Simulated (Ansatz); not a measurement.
# Computed frozen-phonon scan: Ca (fcc, Cu type)

Ca (fcc, Cu type)

```xyz
2
Lattice="0.0000 5.5685 5.5685 2.7842 0.0000 2.7842 2.7842 2.7842 0.0000" Properties=species:S:1:pos:R:3 pbc="T T T"
Ca     0.0000     0.0000     0.0000
Ca     2.7842     5.5685     2.7842
```

The atoms are displaced by Q × the pattern below (from a DFPT mode at L = (0.5, 0.0, 0.0), largest move 1; Q in Å), at fixed cell. It is one choice among 2 degenerate patterns. (q is in reciprocal vectors of the primitive cell; the cell shown is doubled to hold the pattern.)

| atom | x | y | z |
|---|---|---|---|
| Ca1 | -0.285 | 0.520 | -0.805 |
| Ca2 | 0.285 | -0.520 | 0.805 |

Level of theory: r2SCAN (plane waves to 500 eV, PAW, scalar-relativistic; Ansatz, a quantum-chemistry and plane-wave program). k mesh 7×14×14 (Γ-centred), Fermi-Dirac smearing 0.05 eV. E stands for the smeared free energy. With partly filled bands, energies and forces of such displacements shift with the k mesh and the smearing. Ca was relaxed with its symmetry unable to fall. The zero of ΔE is the undisplaced structure.

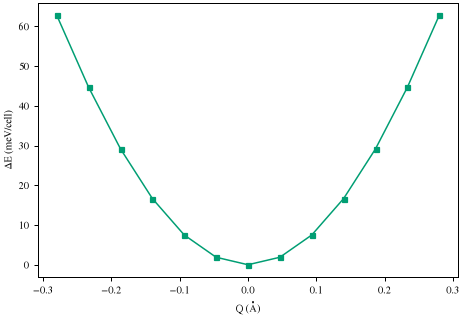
ΔE (meV/cell) against Q (Å); markers are the computed points, lines only join them.

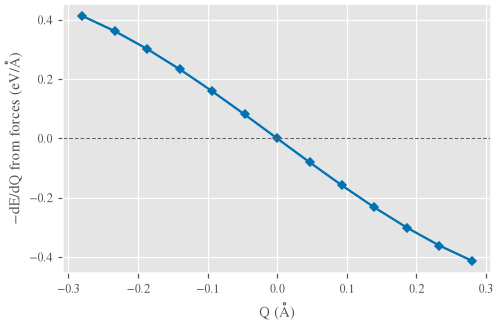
Figure: −dE/dQ from forces (eV/Å) against Q (Å); markers are the computed points, lines only join them.

The energy at Q = 0.280 Å is 63 meV/cell. Symmetry of the curve: even: the same for both signs. Shape of the curve: a single well with its minimum at or next to zero displacement. Space group of the distorted cell: P-1 (No. 2), lowered from Fm-3m. Wavenumber by perturbation theory (DFPT, on another k mesh): 77 cm⁻¹.

(A displaced cell: forces are minus the slopes of the energy, force constants its curvatures, and phonons follow from these.)
